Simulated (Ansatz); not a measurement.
**Effect of Cd → Zn on CdSe**

The reference is CdSe in the zinc blende structure (space group F-43m, No. 216; a = 6.1333 Å).

The change: Zn takes the place of Cd on all its sites; the structure is relaxed again.

Level of theory: r2SCAN (Ansatz, a program for electronic structure; PAW; 500 eV plane waves; no spin-orbit coupling), earlier PAW set. Γ-centred 10×10×10 mesh, Fermi–Dirac width 0.05 eV, for the changed cell.

The volume per atom decreases by 6.10 Å³ to 22.74 Å³ and the density falls by 0.24 g/cm³ (5.51 g/cm³ → 5.27 g/cm³). The lattice parameter a drops by 0.467 Å to 5.666 Å and the space group is still F-43m (No. 216). The shortest interatomic distance decreases by 0.202 Å to 2.454 Å and the band gap rises by 0.83 eV to 1.86 eV. The gap character is still direct at Γ and the width of the top valence band grows by 0.58 eV to 2.71 eV. The electron mass changes from 0.093 mₑ (at Γ) to 0.12 mₑ (at Γ) and the hole mass (degenerate bands, along [100]) changes from 0.098, 0.70, 0.70 mₑ (at Γ) to 0.13, 0.60, 0.60 mₑ (at Γ).

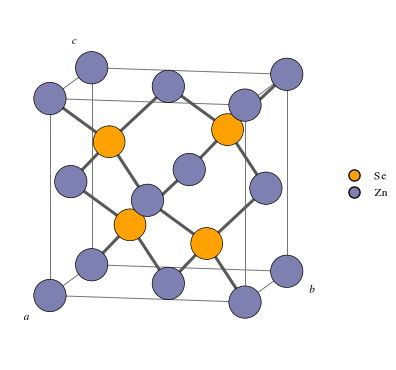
*The relaxed conventional cell after the change*

Masses are band curvatures over ±0.01 Å⁻¹ around the edge. No phonon test of stability was made.
